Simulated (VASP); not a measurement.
Band structure of Cu3N (space group Pm-3m). These are PBE GGA with D3 dispersion (Becke-Johnson damping) with spin-orbit coupling, VASP's PBE PAW potentials (set 64) (plane waves; VASP) values and carry that method's errors.

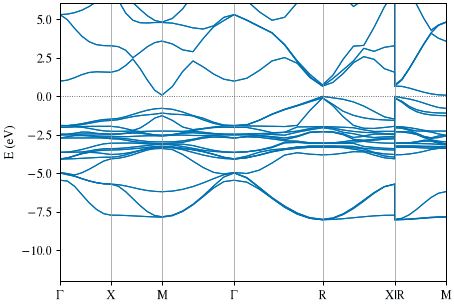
Figure. Bands along high-symmetry lines, zero at the valence-band maximum or, without a gap, the Fermi level

Question: Read the plot: is there a gap, and where are the band edges?

Answer: The gap is indirect, 0.08 eV, from the valence maximum at R to the conduction minimum at M.

The structure comes from a measured Cu3N entry (Pm-3m) of the Crystallography Open Database, whose conditions weren't checked. It was relaxed first.
